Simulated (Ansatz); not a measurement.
HfC (Fm-3m): the Drude term of Re ε in the infrared

Re ε of HfC (Fm-3m) at low photon energies is read from one computed spectrum; the carriers' damping was typed as γ = 0.1 eV.

It takes space group Fm-3m (No. 225, cubic). Conventional cell: a = 4.650 Å, b = 4.650 Å, c = 4.650 Å, α = 90.00°, β = 90.00°, γ = 90.00°. Hf on site b is surrounded by 6 C at 2.33 Å. Around C on site a lie 6 Hf at 2.33 Å.

Method: Ansatz 0.2.0, PBE, independent particles, k-mesh 16×16×16 with interpolation inside its cells, Gaussian parameter 0.15 eV.

Launch of the response step: `ansatz run input.yaml --threads 4 --pin off --max-ram 8192MiB --backend cpu --events-out ev --progress --plain --runs-dir out`. The run took 35 s, on 4 threads of Arm Neoverse N1, with other jobs on the host.

```tsv
photon energy E (eV)	wavelength (µm)	Re ε
0.25	4.96	-121.1
0.30	4.13	-76.2
0.35	3.54	-49.1
0.40	3.10	-32.3
0.50	2.48	?
0.60	2.07	-5.9
0.70	1.77	-2.9
```

A Drude term over a constant background gives Re ε = ε_b − ωp²/(E² + γ²), linear in 1/(E² + γ²).

Working, on the rows shown:

| x = 1/(E² + γ²) (eV⁻²) | y = Re ε |
| --- | --- |
| 13.7931 | -121.1 |
| 10 | -76.2 |
| 7.54717 | -49.1 |
| 5.88235 | -32.3 |
| 2.7027 | -5.9 |
| 2 | -2.9 |

Means: x̄ = 6.9876, ȳ = -47.917. Σ(x − x̄)(y − ȳ) = -1006, Σ(x − x̄)² = 100.2. Slope = -1006 / 100.2 = -10.04; intercept = ȳ − slope · x̄ = 22.247. The line misses the rows shown by at most 5.1.

**Question.** Fill in the last column of the withheld row.

**Answer.** At x = 3.8462 the line gives y = -16.373. The run gave -14.1, so the interpolation is off by 2.3, 1.9 % of the range in the table.

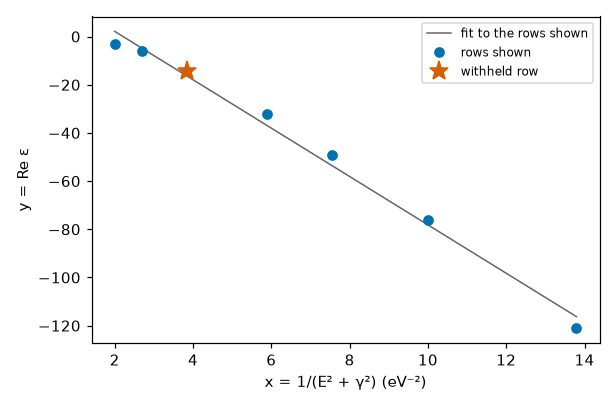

Refitted with all rows, the slope is -10.1 and the intercept 22.94. These give ωp = √(−slope) = 3.18 eV, against 3.58 eV from the program's Fermi-surface sum, and an intercept of 22.9. Taking the program's Drude term off the rows leaves 56 at the lowest energy and 23 at the highest, so the background isn't constant: interband transitions lie in or near the window, and neither fitted number can be trusted. The cell comes from an older database entry, whose edges can be off by a per cent or so. The values come from a sum over the points of one k-mesh and carry its error, which is largest for Fermi-surface quantities. Spin-orbit coupling is left out.

[Logs are printed without paths, hosts, clocks, repeated set-up lines and the standing remarks that a program may print on its own settings, such as how far it seeks lower states.]
